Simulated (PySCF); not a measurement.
# CH4F2Si (SMILES C[SiH](F)F): PBE0/cc-pVDZ

Aim: the energy change on altering one bond length of CH4F2Si at PBE0/cc-pVDZ, from 2 runs. Input form: a Python script.

The results are computed with PySCF 2.14.0.

2 further runs of the same task are left out: 2 set aside as unsound or not needed.

**1. The molecule**

CH4F2Si: 8 atoms, total charge 0, spin state singlet. SMILES: `C[SiH](F)F`. The shape is that of a PBE0-D4/def2-TZVP optimisation.

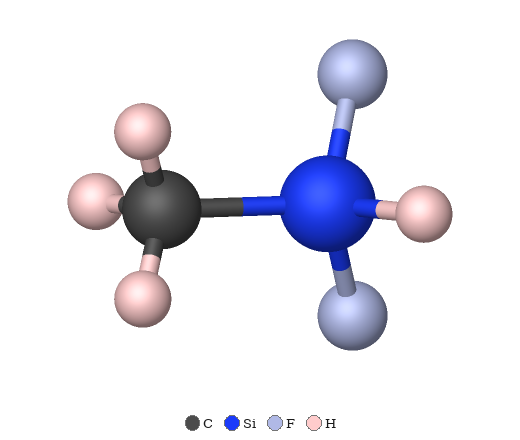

The structure, seen from a chosen angle (carbon dark grey, silicon blue, fluorine light blue, hydrogen pink).

**2. A single-point energy at PBE0/cc-pVDZ**

Input file job.py:

```python
from pyscf import gto, dft

mol = gto.M(
    atom=[
    ('C', (-0.387100, 0.881700, -0.174700)),
    ('Si', (0.329300, -0.775200, 0.180600)),
    ('F', (1.916300, -0.678300, 0.226700)),
    ('F', (-0.035400, -1.783900, -0.994000)),
    ('H', (-0.013400, 1.269000, -1.125400)),
    ('H', (-0.122700, 1.591000, 0.613300)),
    ('H', (-1.476800, 0.824400, -0.231400)),
    ('H', (-0.118100, -1.385700, 1.449000)),
],
    verbose=3,
    spin=0,
    basis='cc-pvdz',
    charge=0,
    max_memory=1860,
)

mf = dft.RKS(mol)
mf.xc = 'pbe0'
mf.conv_tol = 1e-10
mf.grids.level = 5
mf.kernel()
if not mf.converged:
    mf = mf.newton().run(mf.mo_coeff, mf.mo_occ)

energy = mf.e_tot
print(f'total energy: {energy:.8f} hartree')
```

Launch:

```bash
$ OMP_NUM_THREADS=1 python job.py
```

The log of the run:

```text
converged SCF energy = -529.453924302554
total energy: -529.45392430 hartree
```

Run time: 17 s. Hardware: 1 thread of Intel Xeon at 2.70GHz, shared host; peak memory 0.4 GiB.

**3. The distorted shape**

Input file job.py:

```python
from pyscf import gto, dft

mol = gto.Mole()
mol.atom = '''
C     -0.602015     1.378759    -0.281288
Si     0.329300    -0.775200     0.180600
F      1.916300    -0.678300     0.226700
F     -0.035400    -1.783900    -0.994000
H     -0.228315     1.766059    -1.231988
H     -0.337615     2.088059     0.506712
H     -1.691715     1.321459    -0.337988
H     -0.118100    -1.385700     1.449000
'''
mol.verbose = 3
mol.basis = 'cc-pvdz'
mol.max_memory = 1860
mol.build()

ks = dft.RKS(mol)
ks.xc = 'pbe0'
ks.conv_tol = 1e-10
ks.grids.level = 5
ks.kernel()
if not ks.converged:
    ks = ks.newton().run(ks.mo_coeff, ks.mo_occ)

energy = ks.e_tot
print('Final energy', energy)
```

Launch:

```bash
$ OMP_NUM_THREADS=1 python job.py
```

The log of the run:

```text
converged SCF energy = -529.401309131308
Final energy -529.4013091313079
```

Wall time 15 s (1 thread of Intel Xeon at 2.70GHz, shared host); peak memory 0.41 GiB.

**4. What came out**

At PBE0/cc-pVDZ:

```
                                                          quantity          value
                                         first shape: total energy  -529.45392 Eh
                                        first shape: dipole moment         2.21 D
                                          first shape: HOMO energy       -9.25 eV
                                          first shape: LUMO energy        1.60 eV
                                        first shape: HOMO–LUMO gap       10.84 eV
                                     distorted shape: total energy  -529.40131 Eh
                                    distorted shape: dipole moment         1.63 D
                                      distorted shape: HOMO energy       -8.21 eV
                                      distorted shape: LUMO energy        0.05 eV
                                    distorted shape: HOMO–LUMO gap        8.26 eV
energy change with the C1–Si2 bond stretched from 1.840 to 2.392 Å       1.432 eV
```

In words: With the C1–Si2 bond stretched from 1.840 to 2.392 Å the energy rises by 1.43 eV (138 kJ/mol). The first shape isn't relaxed at this level, so the change isn't measured from a minimum.
